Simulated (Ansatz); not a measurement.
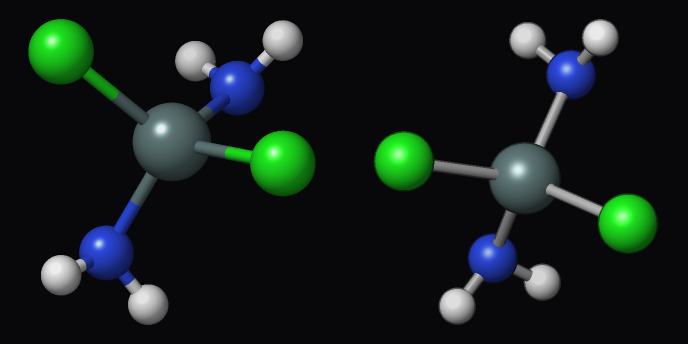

Both panels show the same species. Colours: nitrogen blue, tin teal, chlorine green, hydrogen white.

Identify the structure.

The molecule is Cl2H4N2Sn. As SMILES it reads `[NH2][Sn]([NH2])([Cl])[Cl]`. The point group is C2. Coordination: 2 N trigonal pyramidal; 1 Sn tetrahedral.

More results for the same structure follow; atom numbers are the same in all pictures, views and colours differ. Computed geometry: PBE0-D4/def2-TZVP optimisation.

### Vibrations

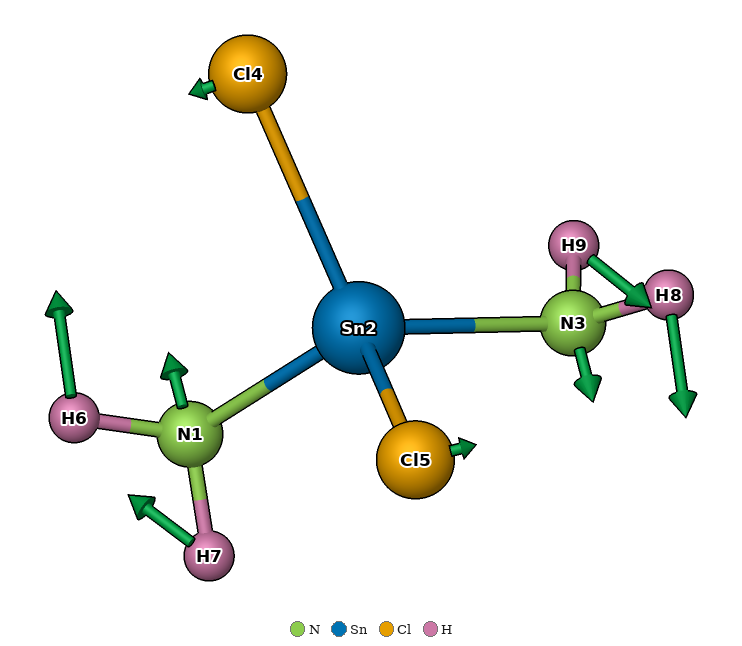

The arrows show one normal mode. Harmonic vibrations computed with RKS PBE0-D4/def2-TZVP, core potentials on Sn (Ansatz 0.2.0) at a stationary point of the same level.

Estimate its harmonic wavenumber.

Answer. 119 cm⁻¹; it is mode 2 of 21 counted from the lowest.

### Electronic properties

Method: RKS BLYP-D4/def2-TZVPP, core potentials on Sn (Ansatz 0.2.0).

Estimate the HOMO energy (Kohn–Sham orbital).

Answer. −6.56 eV.

What is the dispersion correction?

Answer. −52.2 kJ/mol.

Give the LUMO energy (Kohn–Sham orbital) at this level.

Answer. −2.49 eV.

### Dipole moment

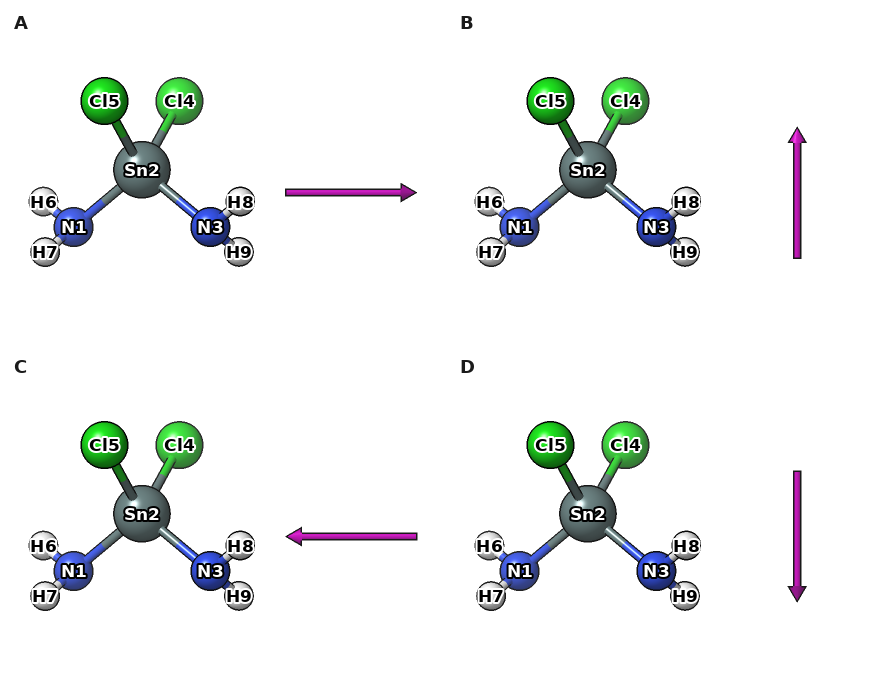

The same molecule four times, each with an arrow. Level of theory: RKS ωB97M-V/def2-TZVPP, core potentials on Sn (Ansatz 0.2.0).

Which arrow points along the dipole moment, from the negative to the positive end?

Answer. D. The dipole moment is 1.70 D; it points from the side of Cl4, Cl5 to the side of H7, H9 (the outermost atoms at the two ends).
